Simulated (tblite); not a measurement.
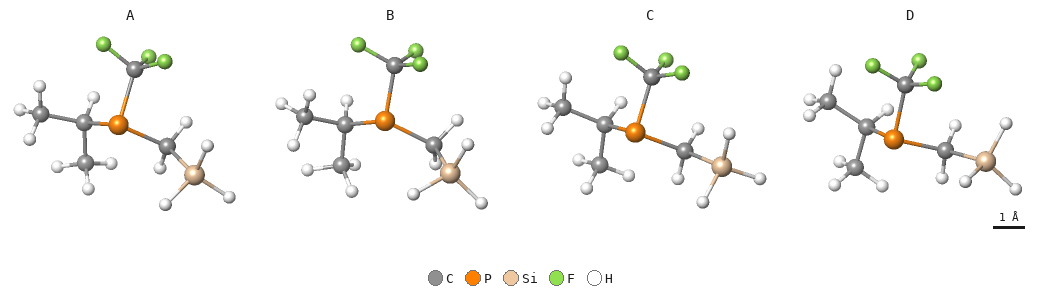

4 geometries from one relaxation of C5H12F3PSi, in shuffled order. The picture is a ball-and-stick view, seen at a tilt.

Computed with tblite, GFN2-xTB geometry optimisation, gas phase. 

**Order the frames from highest to lowest energy.**

B, A, C, D. They are steps 0, 40, 97, 184, at +34.0 kcal/mol, +2.76 kcal/mol, +0.58 kcal/mol relative to the last. After 184 geometry steps the energy has fallen by 34.0 kcal/mol. The atom that moves furthest after the best rigid fit is an H atom (1.30 Å). Largest moves by element: H 1.30 Å, F 1.12 Å, C 0.88 Å, P 0.79 Å, Si 0.65 Å. Some distances before and after: C–P 1.822 → 1.882 Å, C–Si 1.869 → 1.920 Å, C–H 1.130 → 1.089 Å, C–F 1.382 → 1.344 Å. Among the angles between lasting bonds that change: C–P–C 117.6° → 99.7°, C–P–C 107.9° → 95.6°, P–C–H 116.5° → 105.4°. Groups turn about C–C by about 35°, C–C by about 35°.
